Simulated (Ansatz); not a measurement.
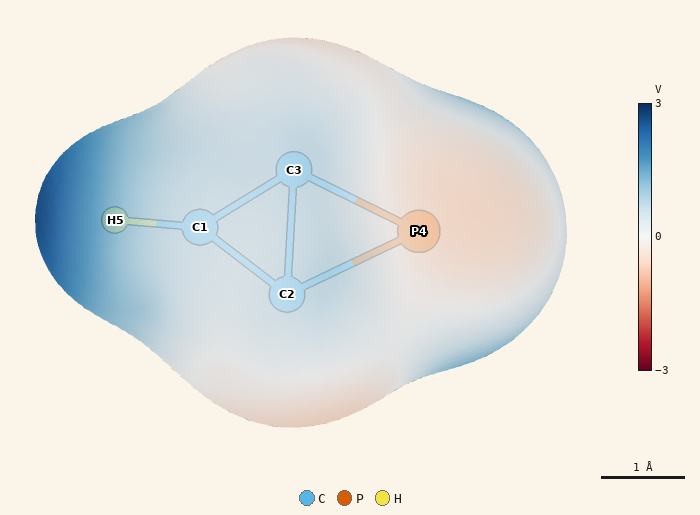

Figure. C$_{3}$HP (SMILES C1=C2P=C12). The electrostatic potential painted on the density surface at 0.004 e/bohr³, seen at a tilt; red is negative and blue positive.

Geometry: B3LYP/6-31G*.

Level of theory: Ansatz, isolated molecule in a Gaussian basis; Kohn-Sham density functional theory, functional PBE0.

| atom | x (Å) | y (Å) | z (Å) |
| --- | --- | --- | --- |
| C | -1.5096 | -0.9776 | -1.1073 |
| C | -2.3964 | -1.9661 | -0.8636 |
| C | -2.1990 | -0.7960 | 0.0928 |
| P | -3.4004 | -1.8843 | 0.6897 |
| H | -0.7630 | -0.5712 | -1.7651 |

Q: Which sites attract a positive test charge, and which a negative one?

A: A positive charge is drawn to the negative regions and a negative charge to the positive ones. The most negative region (about −0.6 V) lies over C2 and P4, the most positive (about +2.6 V) over H5.

Q: How polar is the molecule by this calculation?

A: Its dipole moment is 1.42 D.
